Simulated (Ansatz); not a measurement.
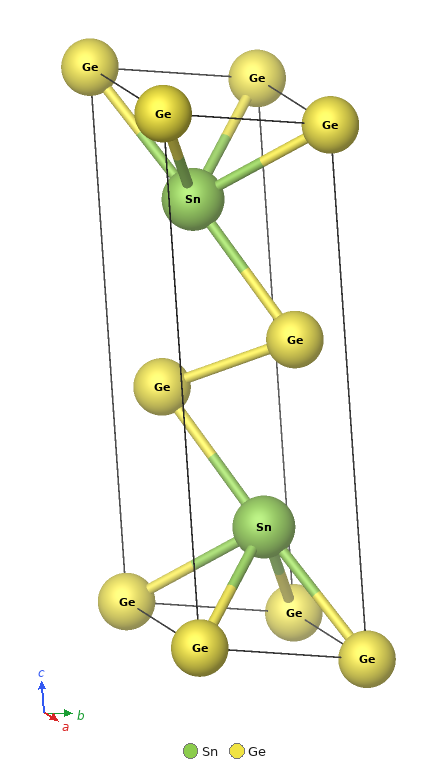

This ball-and-stick model is shown slightly off an axis. The outline marks the cell (the run's own, in a reduced setting).

```xyz
5
Lattice="0.0000 -3.4216 0.0000 3.4216 0.0000 0.0000 -1.7108 1.7108 9.6812" Properties=species:S:1:pos:R:3 pbc="T T T"
Sn    0.0000    0.0000    7.7015
Sn    1.7108   -1.7108    1.9797
Ge    0.0000    0.0000    0.0000
Ge    1.7108   -1.7108    5.5693
Ge    0.0000    0.0000    4.1120
```

Run with Ansatz 0.2.0, DFT PBE, scalar-relativistic, plane waves, PAW and these settings: plane waves up to 420 eV, k-points about 0.16 Å⁻¹ apart, Gaussian smearing of 0.1 eV, no spin polarisation.

Q: State the Bader charges by element.

A: Sn +0.20 e; Ge -0.20 to -0.10 e. Little charge moves, as in a metallic or covalent solid.

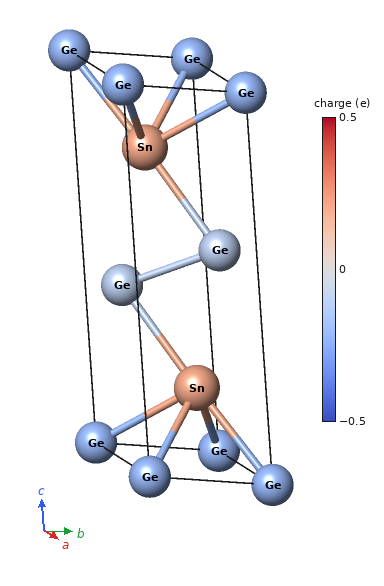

The atoms coloured by those charges.

Its origin is a structure type filled with these elements by a generator (whether the compound takes this form wasn't checked). Earlier steps of the study may have refined or changed the cell and positions. A calculation with Ansatz used it as input.
